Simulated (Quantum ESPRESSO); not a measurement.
# CrClO: parallel and opposed starts, part 2 of 2

A self-consistent run ends on one state, which hangs on the start. Several orders of CrClO are started in Quantum ESPRESSO and their energies compared.

Quantum ESPRESSO 7.5; LDA with U = 3.5 eV on Cr d (ortho-atomic projectors); plane waves with GBRV 1.5 LDA potentials, no spin-orbit coupling.

So far: Set-up; Start 1: ferro ++.

## Step 3: Run 2, typed as antiferro +−

File pw.in:

```
&CONTROL
  calculation = 'scf'
  prefix = 'pwscf'
  outdir = './tmp'
  pseudo_dir = './pseudo'
  disk_io = 'nowf'
/
&SYSTEM
  ibrav = 0
  nat = 6
  ntyp = 4
  ecutwfc = 40
  ecutrho = 280
  nbnd = 37
  occupations = 'smearing'
  smearing = 'fd'
  degauss = 0.00367493
  nspin = 2
  starting_magnetization(1) = 0.2143
  starting_magnetization(2) = -0.2143
  starting_magnetization(3) = 0
  starting_magnetization(4) = 0
/
&ELECTRONS
  conv_thr = 1.2d-08
  electron_maxstep = 150
  mixing_beta = 0.3
/
ATOMIC_SPECIES
Cr1    51.9961 cr_lda_v1.5.uspp.F.UPF
Cr2    51.9961 cr_lda_v1.5.uspp.F.UPF
Cl     35.4500 cl_lda_v1.4.uspp.F.UPF
O      15.9990 o_lda_v1.2.uspp.F.UPF
CELL_PARAMETERS angstrom
   3.1900756200    0.0000000000    0.0000000000
   0.0000000000    3.8665605400    0.0000000000
   0.0000000000    0.0000000000    7.9524604400
ATOMIC_POSITIONS crystal
Cr1     0.0000000000    0.0000000000    0.1060403200
Cr2     0.5000000000    0.5000000000    0.8939596800
Cl      0.0000000000    0.5000000000    0.6814219400
Cl      0.5000000000    0.0000000000    0.3185780600
O       0.5000000000    0.0000000000    0.9478179000
O       0.0000000000    0.5000000000    0.0521821000
K_POINTS automatic
6 6 6 0 0 0
HUBBARD {ortho-atomic}
U Cr1-3d 3.5000
U Cr2-3d 3.5000
```

Command:

```
$ OMP_NUM_THREADS=1 mpirun -n 4 pw.x -nk 4 -in pw.in > pw.out
```

Output:

```text
[banner, memory and clock lines left out]
Program PWSCF v.7.5 starts

     Message from routine setup:
     using ibrav=0 with symmetry is DISCOURAGED, use correct ibrav instead

     bravais-lattice index     =            0
     lattice parameter (alat)  =       6.0284  a.u.
     unit-cell volume          =     661.9481 (a.u.)^3
     number of atoms/cell      =            6
     number of atomic types    =            4
     number of electrons       =        54.00
     number of Kohn-Sham states=           37
     kinetic-energy cutoff     =      40.0000  Ry
     charge density cutoff     =     280.0000  Ry
     scf convergence threshold =      1.2E-08
     mixing beta               =       0.3000
     number of iterations used =            8  plain     mixing
     Exchange-correlation= SLA  PZ   NOGX NOGC
                           (   1   1   0   0   0   0   0)
     Hubbard projectors: ortho-atomic
     Hubbard parameters of DFT+U (Dudarev formulation) in eV:
     U(Cr1-3d) =  3.5000
     U(Cr2-3d) =  3.5000

     Internal variables: lda_plus_u =T, lda_plus_u_kind = 0

     Internal variables: orbital_resolved =F, hub_pot_fix =F, apply_U = F

     celldm(1)=   6.028369  celldm(2)=   0.000000  celldm(3)=   0.000000
     celldm(4)=   0.000000  celldm(5)=   0.000000  celldm(6)=   0.000000

     crystal axes: (cart. coord. in units of alat)
               a(1) = (   1.000000   0.000000   0.000000 )
               a(2) = (   0.000000   1.212059   0.000000 )
               a(3) = (   0.000000   0.000000   2.492875 )

     reciprocal axes: (cart. coord. in units 2 pi/alat)
               b(1) = (  1.000000  0.000000  0.000000 )
               b(2) = (  0.000000  0.825042  0.000000 )
               b(3) = (  0.000000  0.000000  0.401143 )

     PseudoPot. # 1 for Cr read from file:
     cr_lda_v1.5.uspp.F.UPF
     Pseudo is Ultrasoft + core correction, Zval = 14.0

     PseudoPot. # 2 for Cr read from file:
     cr_lda_v1.5.uspp.F.UPF
     Pseudo is Ultrasoft + core correction, Zval = 14.0

     PseudoPot. # 3 for Cl read from file:
     cl_lda_v1.4.uspp.F.UPF
     Pseudo is Ultrasoft + core correction, Zval =  7.0

     PseudoPot. # 4 for O  read from file:
     o_lda_v1.2.uspp.F.UPF
     Pseudo is Ultrasoft + core correction, Zval =  6.0

     atomic species   valence    mass     pseudopotential
     Cr1              14.00    51.99610     Cr( 1.00)
     Cr2              14.00    51.99610     Cr( 1.00)
     Cl                7.00    35.45000     Cl( 1.00)
     O                 6.00    15.99900     O ( 1.00)

     Starting magnetic structure
     atomic species   magnetization
     Cr1             0.214
     Cr2            -0.214
     Cl              0.000
     O               0.000

      4 Sym. Ops. (no inversion) found

   Cartesian axes

     site n.     atom                  positions (alat units)
         1        Cr1    tau(   1) = (   0.0000000   0.0000000   0.2643453  )
         2        Cr2    tau(   2) = (   0.5000000   0.6060296   2.2285299  )
         3        Cl     tau(   3) = (   0.0000000   0.6060296   1.6986999  )
         4        Cl     tau(   4) = (   0.5000000   0.0000000   0.7941753  )
         5        O      tau(   5) = (   0.5000000   0.0000000   2.3627917  )
         6        O      tau(   6) = (   0.0000000   0.6060296   0.1300835  )

     number of k points=    64  Fermi-Dirac smearing, width (Ry)=  0.0037
                       cart. coord. in units 2pi/alat
        k(    1) = (   0.0000000   0.0000000   0.0000000), wk =   0.0046296
        k(    2) = (   0.0000000   0.0000000   0.0668572), wk =   0.0092593
        k(    3) = (   0.0000000   0.0000000   0.1337144), wk =   0.0092593
        k(    4) = (   0.0000000   0.0000000  -0.2005716), wk =   0.0046296
        k(    5) = (   0.0000000   0.1375070   0.0000000), wk =   0.0092593
        [... 59 further k-points ...]

     Dense  grid:    52363 G-vectors     FFT dimensions: (  36,  40,  81)

     Smooth grid:    22633 G-vectors     FFT dimensions: (  25,  30,  64)

     Check: negative core charge=   -0.000005
     Generating pointlists ...
     new r_m :   0.2560 (alat units)  1.5436 (a.u.) for type    1
     new r_m :   0.2560 (alat units)  1.5436 (a.u.) for type    2
     new r_m :   0.3005 (alat units)  1.8116 (a.u.) for type    3
     new r_m :   0.2560 (alat units)  1.5436 (a.u.) for type    4

     Initial potential from superposition of free atoms

     starting charge      52.0000, renormalised to      54.0000

     negative rho (up, down):  1.552E-02 1.552E-02

     STARTING HUBBARD OCCUPATIONS:

     =================== HUBBARD OCCUPATIONS ===================
     ------------------------ ATOM    1 ------------------------
     Tr[ns(  1)] (up, down, total) =   3.40000  0.00000  3.40000
     Atomic magnetic moment for atom   1 =   3.40000
     [... lines left out ...]
     ------------------------ ATOM    2 ------------------------
     Tr[ns(  2)] (up, down, total) =   0.00000  3.40000  3.40000
     Atomic magnetic moment for atom   2 =  -3.40000
     [... lines left out ...]
     Number of occupied Hubbard levels =    6.8000

     Atomic wfc used for Hubbard projectors are orthogonalized

     Starting wfcs are   36 randomized atomic wfcs +    1 random wfcs

     Self-consistent Calculation

     iteration #  1     ecut=    40.00 Ry     beta= 0.30
     Davidson diagonalization with overlap
     ethr =  1.00E-02,  avg # of iterations =  5.2

     =================== HUBBARD OCCUPATIONS ===================
     ------------------------ ATOM    1 ------------------------
     Tr[ns(  1)] (up, down, total) =   3.45265  0.39260  3.84524
     Atomic magnetic moment for atom   1 =   3.06005
     [... lines left out ...]
     ------------------------ ATOM    2 ------------------------
     Tr[ns(  2)] (up, down, total) =   0.39259  3.45267  3.84526
     Atomic magnetic moment for atom   2 =  -3.06008
     [... lines left out ...]
     Number of occupied Hubbard levels =    7.6905

     negative rho (up, down):  1.554E-02 1.554E-02

     total energy              =    -481.92926919 Ry
     estimated scf accuracy    <       1.49649747 Ry

     total magnetization       =    -0.00 Bohr mag/cell
     absolute magnetization    =     6.42 Bohr mag/cell

     iteration #  2     ecut=    40.00 Ry     beta= 0.30
     Davidson diagonalization with overlap
     ethr =  2.77E-03,  avg # of iterations =  2.1

     negative rho (up, down):  1.589E-02 1.589E-02

     total energy              =    -482.19241059 Ry
     estimated scf accuracy    <       0.12821467 Ry

     total magnetization       =     0.00 Bohr mag/cell
     absolute magnetization    =     6.35 Bohr mag/cell

     [... further iterations left out ...]

     iteration # 11     ecut=    40.00 Ry     beta= 0.30
     Davidson diagonalization with overlap
     ethr =  1.02E-09,  avg # of iterations =  2.1

     negative rho (up, down):  1.695E-02 1.695E-02

     total energy              =    -482.21426209 Ry
     estimated scf accuracy    <       0.00000027 Ry

     total magnetization       =     0.00 Bohr mag/cell
     absolute magnetization    =     6.41 Bohr mag/cell

     iteration # 12     ecut=    40.00 Ry     beta= 0.30
     Davidson diagonalization with overlap
     ethr =  4.93E-10,  avg # of iterations =  2.0

     negative rho (up, down):  1.695E-02 1.695E-02

     Magnetic moment per site  (integrated on atomic sphere of radius R)
     atom   1 (R=0.256)  charge= 10.8728  magn=  2.4791
     atom   2 (R=0.256)  charge= 10.8729  magn= -2.4791
     atom   3 (R=0.301)  charge=  5.0274  magn=  0.0247
     atom   4 (R=0.301)  charge=  5.0274  magn= -0.0247
     atom   5 (R=0.256)  charge=  5.4713  magn= -0.0174
     atom   6 (R=0.256)  charge=  5.4713  magn=  0.0174

     End of self-consistent calculation

     =================== HUBBARD OCCUPATIONS ===================
     ------------------------ ATOM    1 ------------------------
     Tr[ns(  1)] (up, down, total) =   3.62133  0.57892  4.20024
     Atomic magnetic moment for atom   1 =   3.04241
     [... lines left out ...]
     ------------------------ ATOM    2 ------------------------
     Tr[ns(  2)] (up, down, total) =   0.57892  3.62133  4.20026
     Atomic magnetic moment for atom   2 =  -3.04241
     [... lines left out ...]
     Number of occupied Hubbard levels =    8.4005

     Number of k-points >= 100: set verbosity='high' to print the bands.

     the Fermi energy is     6.5229 ev

!    total energy              =    -482.21426216 Ry
     estimated scf accuracy    <          9.1E-09 Ry
     smearing contrib. (-TS)   =      -0.00000000 Ry
     internal energy E=F+TS    =    -482.21426216 Ry

     The total energy is F=E-TS. E is the sum of the following terms:
     one-electron contribution =    -492.45278258 Ry
     hartree contribution      =     264.14101183 Ry
     xc contribution           =     -77.61161837 Ry
     ewald contribution        =    -176.53968915 Ry
     Hubbard energy            =       0.24881610 Ry

     total magnetization       =    -0.00 Bohr mag/cell
     absolute magnetization    =     6.41 Bohr mag/cell

     convergence has been achieved in  12 iterations
```

Run time: 48 s. Hardware: 4 MPI ranks of Intel Xeon Platinum 8375C at 2.90GHz (Ice Lake), shared host; peak memory 0.73 GiB; 3.2 min of CPU time.

Spin moment in the atom's sphere by atom:

```csv
atom,spin moment in the atom's sphere (μB)
Cr1,2.48
Cr2,-2.48
Cl3,0.02
Cl4,-0.02
O5,-0.02
O6,0.02
```

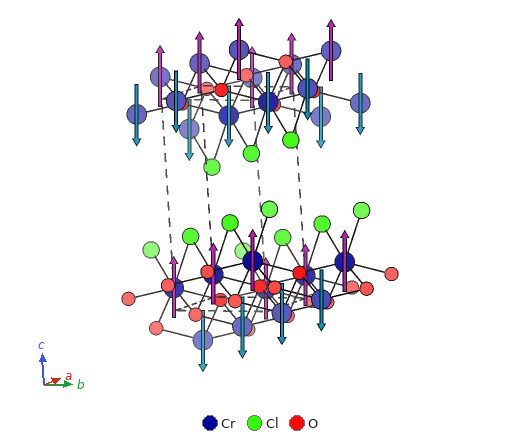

Spin moment in the atom's sphere as arrows, the longest 2.48 μB. Up and down stand for the sign. Arrows give size and sign along the axis of quantisation, drawn up and down the page. The two directions have two colours. 2×1×1 cells are drawn. Some periodic images of atoms are drawn too.

This step gave:

```
smearing term TS       : 1.12e-10 eV
magnetization          : 0 μB
absolute magnetization : 6.415 μB
final state            : antiferromagnetic
```

## Step 4: Energies of the orders

An order is kept where moments of 0.15 μB or more survive with the typed signs; meshes match where a doubled cell samples the same k points as the first cell.

Orders:

| start | final state | typed order kept | energy over the lowest (meV a seeded atom) | largest site moment (μB) | net moment (μB a cell of the first run) | mesh matched | CPU time (s) |
| --- | --- | --- | --- | --- | --- | --- | --- |
| ferro ++ | ferromagnetic | yes | 0 | 2.506 | 6 | yes | 213.2 |
| antiferro +- | antiferromagnetic | yes | 20.68 | 2.479 | 0 | yes | 189.2 |

## Step 5: Occupations of the corrected shells in the lowest state

Occupations of the Hubbard shells:

```csv
block,type,shell,spin,electrons,occupation numbers
1,Cr,3d,up,3.637,0.323 0.353 0.983 0.989 0.990
1,Cr,3d,down,0.5652,0.058 0.059 0.065 0.186 0.197
2,Cr,3d,up,3.637,0.323 0.353 0.983 0.989 0.990
2,Cr,3d,down,0.5652,0.058 0.059 0.065 0.186 0.197
```

## Step 6: Outcome

* lowest state found: ferromagnetic (from ferro ++)
* largest site moment: 2.51 μB
* next state with moments: antiferromagnetic, 20.7 meV a seeded atom higher

This is the lowest of 2 collinear or spinless starts, no proof of the ground state.

[Logs and program files are shortened in this print: banners, set-up blocks, solver, clock and traceback lines can be left out without a mark of their own.]

[Logs are printed without paths, hosts, clocks, repeated set-up lines and the standing remarks that a program may print on its own settings, such as how far it seeks lower states.]

[Hosts, paths, dates, database ids (printed as entryN), source tags and the programs' standing remarks are cut or masked in the printed files.]

[Where a cell is said to come from a database of computed structures, the database is the Materials Project.]
